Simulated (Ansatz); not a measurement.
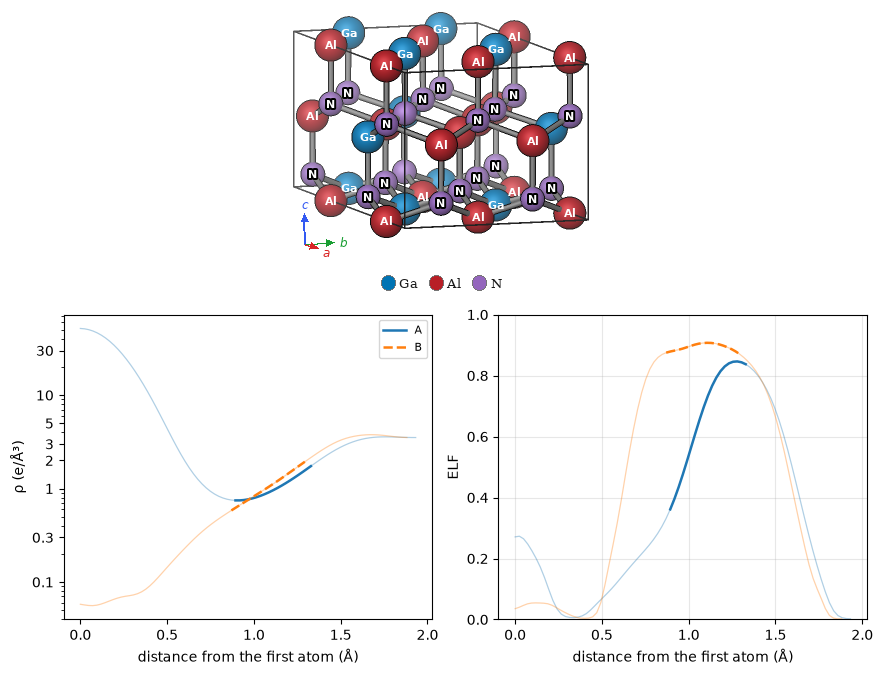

*Al5Ga3N8. Valence electron density and electron localisation function along straight lines between neighbouring atoms. Thin, pale parts lie inside the atomic spheres. The structure is drawn too.*

Space group Cm; a generated structure, not necessarily the stable one.

The calculation used DFT PBEsol, scalar-relativistic, plane waves, PAW (Ansatz 0.2.0).

The density is the valence pseudo-density of a PAW calculation; it isn't the true density close to the nuclei.

Input

```
crystal:
  lattice:
    - [-0.0014430012, -0.0008331171, -5.0689060247]
    - [3.1368704847, 5.434398666, 0.0018002063]
    - [3.1378920567, -5.4349884708, 0.0]
  atoms:
    - { symbol: Ga, position: [-0.0011665615, 0.1652001798, 0.3313124082] }
    - { symbol: Ga, position: [-0.0011665615, 0.1652001798, 0.8338877716] }
    - { symbol: Al, position: [-3.45465e-05, 0.6672093499, 0.333604675] }
    - { symbol: Al, position: [-0.0003493759, 0.6689294519, 0.834464726] }
    - { symbol: Ga, position: [0.4990435769, 0.3350319095, 0.6675159547] }
    - { symbol: Al, position: [0.5000651375, 0.3355262969, 0.1677631485] }
    - { symbol: Al, position: [0.5002337959, 0.8314910624, 0.6653480318] }
    - { symbol: Al, position: [0.5002337959, 0.8314910624, 0.1661430306] }
    - { symbol: "N", position: [0.6134880633, 0.1629775432, 0.3263747209] }
    - { symbol: "N", position: [0.6134880633, 0.1629775432, 0.8366028223] }
    - { symbol: "N", position: [0.6226921529, 0.6671763207, 0.3335881604] }
    - { symbol: "N", position: [0.6246105434, 0.6744702905, 0.8372351453] }
    - { symbol: "N", position: [0.1147659583, 0.3398643471, 0.6699321736] }
    - { symbol: "N", position: [0.1259436724, 0.3406399046, 0.1703199523] }
    - { symbol: "N", position: [0.1240761429, 0.8259072791, 0.6626518608] }
    - { symbol: "N", position: [0.1240761429, 0.8259072791, 0.1632554183] }
basis:
  ecutwfc: 420
kpoints:
  mp_grid: { grid: [6, 4, 4] }
  band_path: { path: [[0.0, 0.0, 0.0], [0.05, 0.0, 0.0]], npoints: 1 }
hamiltonian:
  xc: pbesol
scf:
  occupations: { method: gaussian, width: 0.02 }
  n_extra_bands: 11
output:
  forces: true
  stress: true
  eigenvalues: true
  write_density: true
  write_potential: true
  elf: true
  volumetric_format: npy
```

Run with:

```sh
ansatz run input.yaml --threads 4 --pin off --max-ram 10240MiB --backend cpu --events-out ev --progress --plain --runs-dir out
```

Below, planes, directions and counts refer to the conventional cell (a = 10.87 Å, b = 6.28 Å, c = 5.07 Å, α = 90.00°, β = 90.04°, γ = 90.00°).

Which curve belongs to which contact (Al–N and Ga–N)? The first atom named is at distance zero.

Curve A: Ga–N (1.93 Å): ρ at the midpoint is about 0.77 e/Å³; the ELF peaks at about 0.85 in the valence shell of N, 0.7 Å from its nucleus, and is about 0.50 at the midpoint. Curve B: Al–N (1.88 Å): ρ at the midpoint is about 0.71 e/Å³; the ELF peaks at about 0.90 between the atoms (a shared but strongly polarised pair).
